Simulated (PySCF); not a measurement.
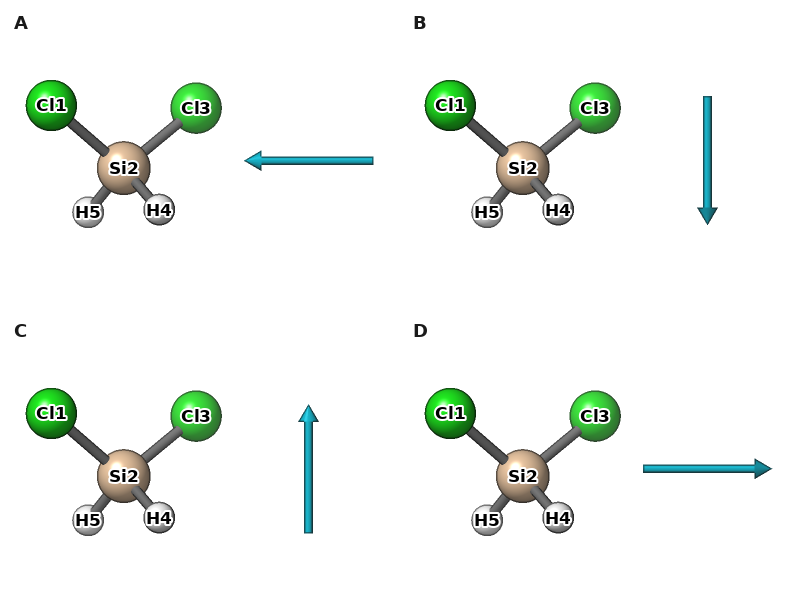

The same molecule four times, each with an arrow. The computed structure is the end point of a GFN2-xTB optimisation. No frequency run is at hand to confirm it as a minimum. Method: PBE0/pcSseg-1, gas phase (PySCF 2.14.0).

**Which arrow points along the dipole moment, from the negative to the positive end?**

B. The dipole moment is 1.43 D; it points from the side of Cl1, Cl3 to the side of H4, H5 (the outermost atoms at the two ends).

The geometry is semi-empirical. Around Si such bond lengths and angles can be off by a tenth of an ångström or more and by several degrees, and values that hang on the shape move with them.
